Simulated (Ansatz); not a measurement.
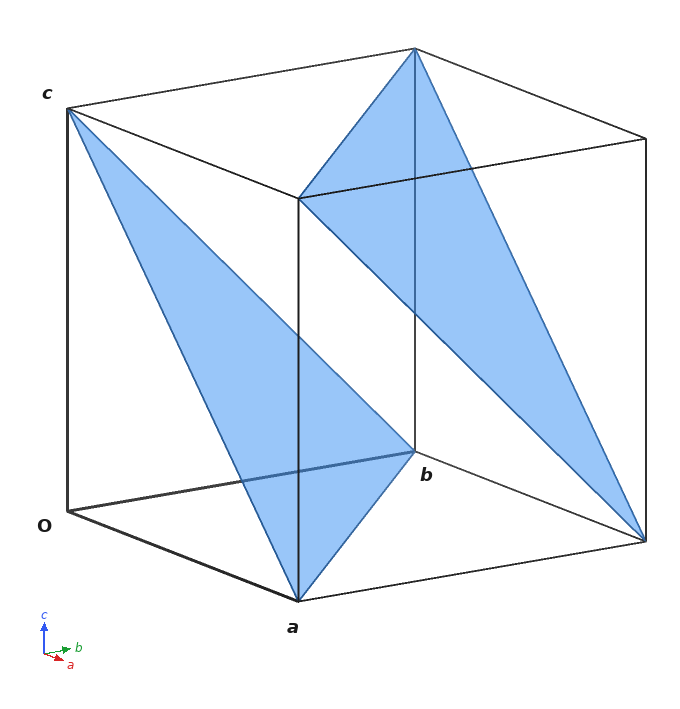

Crystal: GaSb, a calculation's input that goes back to an entry of the Crystallography Open Database (an earlier step may have relaxed or displaced it). Every member of one family of equally spaced planes, hx + ky + lz = a whole number, that cuts the unit cell is shaded (one member passes through the origin O, touching the cell only at an edge or corner). The drawing is computed from the coordinates (standard cell, symmetry found to 0.002 Å).

a = 6.132 Å, b = 6.132 Å, c = 6.132 Å, α = 90.00°, β = 90.00°, γ = 90.00°.

Q: Which (hkl) family is drawn?

A: (1 1 1); the opposite sign names the same planes. The member next to the origin meets the axes a at 1, b at 1, c at 1.

Q: What is the spacing?

A: d = 3.540 Å.
